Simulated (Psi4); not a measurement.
# AlHSCl (SMILES [SH][Al][Cl]), step by step

We compute a geometry optimisation (UBP86-D3(BJ)/def2-SVP), then the harmonic vibrations, then the energy (UCCSD(T)/cc-pVDZ), then the vertical excitations (TD-BP86/def2-SVP) of AlHSCl. 

The calculation is run with Psi4 1.11.

### Step 1. The system as given

The species is AlHSCl (4 atoms), meant as a doublet with charge 0. As SMILES, `[SH][Al][Cl]`. The coordinates come from a PBE0-D4/def2-TZVP relaxation. The run starts from this shape.

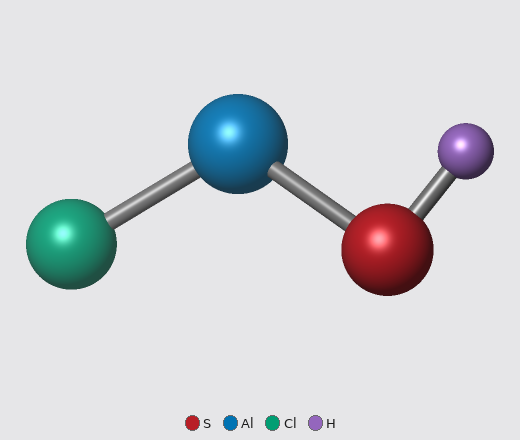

Viewed from a chosen angle; sulfur red, aluminium blue, chlorine teal, hydrogen purple.

### Step 2. A geometry optimisation at UBP86-D3(BJ)/def2-SVP (density fitting) (run 1)

File job.dat:

```
memory 1600 MB

molecule m {
  0 2
  S      0.439800     0.984900    -0.744700
  Al    -0.394100    -0.525900     0.609100
  Cl     0.226200    -2.507400     0.251000
  H     -0.216400     1.988100    -0.135600
  units angstrom
}

set basis def2-SVP
set reference uks
set geom_maxiter 60

optimize('bp86-d3bj')
```

Started as:

```
$ psi4 -i job.dat -o job.out -n 1
```

job.out:

```text
[...]
  Running in c1 symmetry.
[...]
  Nuclear repulsion =  156.154884339548801
[...]
  Multiplicity = 2
[...]
  Nalpha       = 24
  Nbeta        = 23
[...]
    Number of basis functions: 59
[...]
   @DF-UKS iter   1: -1101.16706275891534   -1.16794e-01   6.80934e-03 DIIS/ADIIS
[...]
   @DF-UKS iter   8: -1101.26219694286237    0.00000e+00   1.91476e-09 DIIS
[...]
   @S^2 Observed:                7.521809816E-01
[...]
  @DF-UKS Final Energy: -1101.26219694286237
   => Energetics <=
    Nuclear Repulsion Energy =            154.2015300396957684
    One-Electron Energy =               -1830.2273866210825872
    Two-Electron Energy =                 647.8280074367978614
    DFT Exchange-Correlation Energy =     -73.0568312765000769
    Empirical Dispersion Energy =          -0.0075165217733166
    VV10 Nonlocal Energy =                  0.0000000000000000
    Total Energy =                      -1101.2621969428623743
[...]
 Multipole Moments:
 ------------------------------------------------------------------------------------
     Multipole            Electronic (a.u.)      Nuclear  (a.u.)        Total (a.u.)
 ------------------------------------------------------------------------------------
 L = 1.  Multiply by 2.5417464519 to convert [e a0] to [Debye]
 Dipole X            :         -0.5120250            0.0696472           -0.4423779
 Dipole Y            :         -3.4981323            4.0966369            0.5985046
 Dipole Z            :          1.3677592           -0.9416258            0.4261334
 Magnitude           :                                                    0.8576104
[...]
  -Total Gradient:
     Atom            X                  Y                   Z
    ------   -----------------  -----------------  -----------------
       1       -0.000014069442    -0.000056772279     0.000029652987
       2        0.000014362264    -0.000035974364    -0.000010004754
       3       -0.000065939715     0.000047179058     0.000071998858
       4       -0.000001523108     0.000049064338    -0.000008726347
[...]
    Final optimized geometry and variables:
    Molecular point group: c1
    Full point group: C1
    Geometry (in Angstrom), charge = 0, multiplicity = 2:
    S            0.326728167202     1.727520089273    -0.767431991319
    AL          -0.516490883934     0.196186386178     0.602416052803
    CL           0.109556670627    -1.810043791763     0.241208846493
    H           -0.338876884153     2.747846924230    -0.151334116107
    Psi4 run time: 0:00:11.66
[...]
```

On the terminal:

```text
Optimizer: Optimization complete!
```

Wall time 13 s (1 thread of Intel Xeon 6975P-C (Granite Rapids), shared host); peak memory 0.35 GiB.

The path in brief:

```csv
step,energy from the first frame kept (eV),largest force (eV/Å)
0,0.0000,0.5826
1,-0.0142,0.1381
2,-0.0155,0.0272
3,-0.0155,0.0056
```

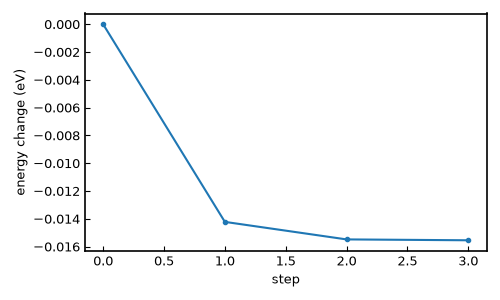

Energy along the run.

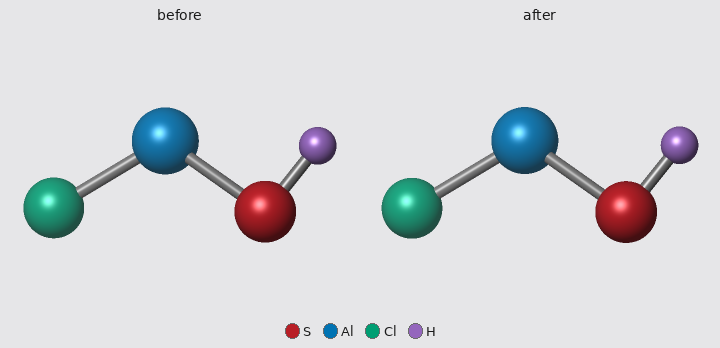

Before and after, at one scale.

After the run. Bond lengths: S1–Al2 2.221 Å, Al2–Cl3 2.132 Å, S1–H4 1.365 Å. Angles: S1–Al2–Cl3 115.6°, Al2–S1–H4 93.0°.

### Step 3. Vibrational wavenumbers at UBP86-D3(BJ)/def2-SVP (density fitting) (run 2)

File input.in:

```
memory 1.6 GB

molecule molecule1 {
  0 2
  S      0.443864     1.007228    -0.754102
  Al    -0.399355    -0.524106     0.615746
  Cl     0.226693    -2.530336     0.254538
  H     -0.221741     2.027555    -0.138005
}

set {
  reference uks
  t 600.0
  rotational_symmetry_number 1
}

frequency("bp86-d3(bj)/def2-SVP")
```

Started as:

```
$ psi4 -n 1 input.in input.out
```

input.out:

```text
[...]
  Running in c1 symmetry.
[...]
  Nuclear repulsion =  154.201526080218770
[...]
  Multiplicity = 2
[...]
  Nalpha       = 24
  Nbeta        = 23
[...]
    Number of basis functions: 59
[...]
   @DF-UKS iter   1: -1101.16869517063674   -1.52413e-01   6.75844e-03 ADIIS/DIIS
[...]
   @DF-UKS iter  13: -1101.26219622882672   -1.13687e-12   4.64584e-09 DIIS
[...]
   @S^2 Observed:                7.521808395E-01
[...]
  @DF-UKS Final Energy: -1101.26219622882672
   => Energetics <=
    Nuclear Repulsion Energy =            154.2061490786424827
    One-Electron Energy =               -1830.2363498304871428
    Two-Electron Energy =                 647.8326769480465828
    DFT Exchange-Correlation Energy =     -73.0571560152161368
    Empirical Dispersion Energy =          -0.0075164098124311
    VV10 Nonlocal Energy =                  0.0000000000000000
    Total Energy =                      -1101.2621962288267241
[...]
  -Total Gradient:
     Atom            X                  Y                   Z
    ------   -----------------  -----------------  -----------------
       1       -0.000306776075     0.000354400294     0.000314845958
       2        0.000036428875    -0.000058387691    -0.000022699674
       3       -0.000073403797     0.000041921528     0.000074609118
       4        0.000276259351    -0.000334797682    -0.000283831803
[...]
  ==> Harmonic Vibrational Analysis <==
[...]
  Freq [cm^-1]                 126.3924            244.1284            418.0717
[...]
  IR activ [km/mol]             4.0049              9.3124             21.0953
[...]
  Freq [cm^-1]                 538.6828            636.6437           2597.3844
[...]
  IR activ [km/mol]            115.2122            10.1648              1.3632
[...]
  Total E_0, Enthalpy at 0 [K]                                                        -1101.25180553 [Eh]
[...]
  Total H, Enthalpy at  600.00 [K]                                                    -1101.23831789 [Eh]
[...]
  Total G, Gibbs energy at  600.00 [K]                                                -1101.31937596 [Eh]
[...]
```

The script printed:

```text
Warning: used thermodynamics relations inappropriate for low-frequency modes: ['126.3924' '244.1284' '418.0717' '538.6828']
```

Run time: 60 s. Hardware: 1 thread of Intel Xeon 6975P-C (Granite Rapids), shared host; peak memory 0.35 GiB.

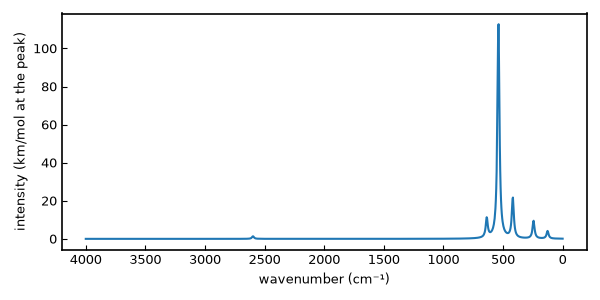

Harmonic infrared spectrum, unscaled, lines broadened by 10 cm⁻¹.

### Step 4. A single-point energy at UCCSD(T)/cc-pVDZ (run 3)

File calc.py:

```python
import psi4

psi4.set_memory(1600000000)
psi4.set_num_threads(1)
psi4.core.set_output_file('alclhs.out', False)

molecule = psi4.geometry("""
0 2
S      0.83878140     1.90338507    -1.42504625
Al    -0.75467158    -0.99041680     1.16359130
Cl     0.42838768    -4.78164204     0.48100711
H     -0.41902976     3.83152365    -0.26079165
units bohr
symmetry c1
""")

psi4.set_options({
    'basis': 'cc-pVDZ',
    'reference': 'uhf',
    'scf_type': 'pk',
    'freeze_core': True,
})

e, wfn = psi4.energy("ccsd(t)", molecule=molecule, return_wfn=True)
print('E =', round(e, 9))
```

Started as:

```
$ python calc.py
```

alclhs.out:

```text
[...]
  Running in c1 symmetry.
[...]
  Nuclear repulsion =  154.201526143265681
[...]
  Multiplicity = 2
[...]
  Nalpha       = 24
  Nbeta        = 23
[...]
    Number of basis functions: 59
[...]
   @UHF iter   1: -1099.57750693387993   -5.26649e-01   4.18847e-03 ADIIS/DIIS
[...]
   @UHF iter  14: -1099.63086611709650   -2.27374e-12   5.48194e-09 DIIS
[...]
   @S^2 Observed:                7.553959311E-01
[...]
    Orbital Energies [Eh]
    ---------------------
    Alpha Occupied:
       1A   -104.816786     2A    -91.958882     3A    -58.555048
       4A    -10.544831     5A     -8.962523     6A     -8.012822
       7A     -8.009403     8A     -8.009250     9A     -6.645279
      10A     -6.643564    11A     -6.640677    12A     -4.966022
      13A     -3.279725    14A     -3.276340    15A     -3.275583
      16A     -1.079570    17A     -0.963904    18A     -0.583322
      19A     -0.537789    20A     -0.476962    21A     -0.468034
      22A     -0.464720    23A     -0.390433    24A     -0.332331
    Alpha Virtual:
      25A      0.034296    26A      0.115679    27A      0.129813
[...]
  @UHF Final Energy: -1099.63086611709650
   => Energetics <=
    Nuclear Repulsion Energy =            154.2015261432656814
    One-Electron Energy =               -1830.3535017122330828
    Two-Electron Energy =                 576.5211094518708705
    Total Energy =                      -1099.6308661170965024
  UHF NO Occupations:
  HONO-2 :   22  A 1.9996382
  HONO-1 :   23  A 1.9980799
[...]
 Multipole Moments:
 ------------------------------------------------------------------------------------
     Multipole            Electronic (a.u.)      Nuclear  (a.u.)        Total (a.u.)
 ------------------------------------------------------------------------------------
 L = 1.  Multiply by 2.5417464519 to convert [e a0] to [Debye]
 Dipole X            :         -0.6807766            0.0696469           -0.6111297
 Dipole Y            :         -3.4261962            4.0966374            0.6704412
 Dipole Z            :          1.5629511           -0.9416261            0.6213250
 Magnitude           :                                                    1.0995525
[...]
      * MP2 total energy                      = -1099.938556040435742
[...]
      * CCSD total energy                     = -1099.971169014057978
[...]
      * CCSD(T) total energy                     = -1099.980153503806378
```

Standard output:

```text
E = -1099.980153504
```

Run time: 20 s. Hardware: 1 thread of Intel Xeon 6975P-C (Granite Rapids), shared host; peak memory 0.29 GiB.

### Step 5. The vertical excitations at TD-BP86/def2-SVP (density fitting, save jk yes) (run 4)

File input.inp:

```
memory 1600 mb

molecule system {
  0 2
  S      0.443864     1.007228    -0.754102
  Al    -0.399355    -0.524106     0.615746
  Cl     0.226693    -2.530336     0.254538
  H     -0.221741     2.027555    -0.138005
}

set basis def2-SVP
set reference uks
set save_jk true

from psi4.driver.procrouting.response.scf_response import tdscf_excitations
E, wfn = energy("bp86", return_wfn=True)
states = tdscf_excitations(wfn, states=4, tda=False)
```

Started as:

```
$ psi4 -i input.inp -o input.out -n 1
```

input.out:

```text
[...]
  Running in c1 symmetry.
[...]
  Nuclear repulsion =  154.201526080218770
[...]
  Multiplicity = 2
[...]
  Nalpha       = 24
  Nbeta        = 23
[...]
    Number of basis functions: 59
[...]
   @DF-UKS iter   1: -1101.16117864979924   -1.52413e-01   6.75844e-03 DIIS/ADIIS
[...]
   @DF-UKS iter  10: -1101.25468042162652   -1.73304e-09   2.54252e-07 DIIS
[...]
   @S^2 Observed:                7.521811622E-01
[...]
  @DF-UKS Final Energy: -1101.25468042162652
   => Energetics <=
    Nuclear Repulsion Energy =            154.2015260802187697
    One-Electron Energy =               -1830.2274041275290983
    Two-Electron Energy =                 647.8280320986614242
    DFT Exchange-Correlation Energy =     -73.0568344729777124
    Empirical Dispersion Energy =           0.0000000000000000
    VV10 Nonlocal Energy =                  0.0000000000000000
    Total Energy =                      -1101.2546804216265173
[...]
 Multipole Moments:
 ------------------------------------------------------------------------------------
     Multipole            Electronic (a.u.)      Nuclear  (a.u.)        Total (a.u.)
 ------------------------------------------------------------------------------------
 L = 1.  Multiply by 2.5417464519 to convert [e a0] to [Debye]
 Dipole X            :         -0.5120211            0.0696469           -0.4423742
 Dipole Y            :         -3.4981255            4.0966374            0.5985119
 Dipole Z            :          1.3677532           -0.9416261            0.4261272
 Magnitude           :                                                    0.8576105
[...]
**********                               WARNING                                **********
**********       The names of excited state variables changed between 1.5       **********
[...]
**********                               WARNING                                **********
**********  Length-gauge rotatory strengths are **NOT** gauge-origin invariant  **********
[...]
                                    Excitation Energy         Total Energy        Oscillator Strength             Rotatory Strength
[...]
Excited State    1 (1 A):   0.09641 au   472.61 nm f = 0.0005
[...]
Excited State    2 (1 A):   0.11585 au   393.29 nm f = 0.0360
[...]
Excited State    3 (1 A):   0.13950 au   326.63 nm f = 0.0105
[...]
Excited State    4 (1 A):   0.14551 au   313.13 nm f = 0.0100
[...]
**********                               WARNING                                **********
**********       The names of excited state variables changed between 1.5       **********
[...]
```

It took 11 s on 1 thread of Intel Xeon 6975P-C (Granite Rapids), shared host; peak memory 0.33 GiB.

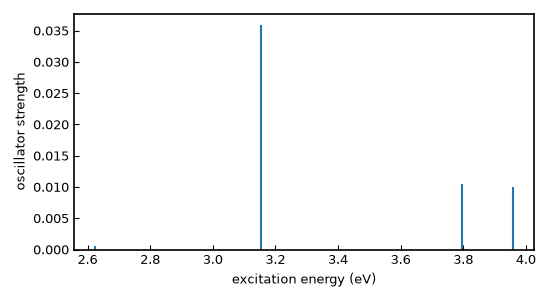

Vertical excitations as sticks.

The roots found:

| excited state | energy (eV) | strength | label |
| --- | --- | --- | --- |
| 1 | 2.623 | 0.0005 | A 1 |
| 2 | 3.153 | 0.0360 | A 1 |
| 3 | 3.796 | 0.0105 | A 1 |
| 4 | 3.960 | 0.0100 | A 1 |

### Step 6. Summary of results

| quantity | value |
| --- | --- |
| run 1, UBP86-D3(BJ)/def2-SVP: total energy at the end | -1101.26220 Eh |
| run 1, UBP86-D3(BJ)/def2-SVP: dipole moment | 2.18 D |
| run 1, UBP86-D3(BJ)/def2-SVP: HOMO energy (highest over α and β) | -5.37 eV |
| run 1, UBP86-D3(BJ)/def2-SVP: LUMO energy (lowest over α and β) | -3.99 eV |
| run 1, UBP86-D3(BJ)/def2-SVP: dispersion energy | -19.73 kJ/mol |
| run 1, UBP86-D3(BJ)/def2-SVP: ⟨S²⟩ | 0.752 |
| run 2, UBP86-D3(BJ)/def2-SVP: lowest harmonic wavenumber | 126 cm⁻¹ |
| run 2, UBP86-D3(BJ)/def2-SVP: highest harmonic wavenumber | 2597 cm⁻¹ |
| run 2, UBP86-D3(BJ)/def2-SVP: zero-point energy | 27.3 kJ/mol |
| run 2, UBP86-D3(BJ)/def2-SVP: ideal-gas entropy at 600 K (symmetry number 1 as used) | 84.8 cal/(mol K) |
| run 3, UCCSD(T)/cc-pVDZ: total energy | -1099.98015 Eh |
| run 3, UCCSD(T)/cc-pVDZ: HOMO energy (Hartree–Fock orbitals) (highest over α and β) | -9.04 eV |
| run 3, UCCSD(T)/cc-pVDZ: LUMO energy (Hartree–Fock orbitals) (lowest over α and β) | 0.21 eV |
| run 3, UCCSD(T)/cc-pVDZ: correlation energy (15 core orbitals frozen) | -349.3 mEh |
| run 3, UCCSD(T)/cc-pVDZ: (T) correction | -8.98 mEh |
| run 3, UCCSD(T)/cc-pVDZ: ⟨S²⟩ of the reference determinant | 0.755 |
| run 3, UCCSD(T)/cc-pVDZ: T1 diagnostic | 0.021 |
| run 4, TD-BP86/def2-SVP: ground-state or mean-field energy | -1101.25468 Eh |
| run 4, TD-BP86/def2-SVP: dipole moment (BP86 Kohn–Sham density) | 2.18 D |
| run 4, TD-BP86/def2-SVP: HOMO energy (BP86 Kohn–Sham orbitals) (highest over α and β) | -5.37 eV |
| run 4, TD-BP86/def2-SVP: LUMO energy (BP86 Kohn–Sham orbitals) (lowest over α and β) | -3.99 eV |
| run 4, TD-BP86/def2-SVP: ⟨S²⟩ of the reference determinant | 0.752 |
| run 4, TD-BP86/def2-SVP: lowest excitation energy | 2.62 eV |

In words: The optimisation (run 1, UBP86-D3(BJ)/def2-SVP) took 4 steps and changed the energy by -0.016 eV. All 6 modes (run 2, UBP86-D3(BJ)/def2-SVP) are real, so the shape is a minimum at this level. The triples (run 3, UCCSD(T)/cc-pVDZ) make up 2.6 % of the correlation energy. The brightest of the 4 transitions from the ground state lies at 3.15 eV (393 nm, f = 0.036); the lowest, at 2.62 eV, has f = 0.001.
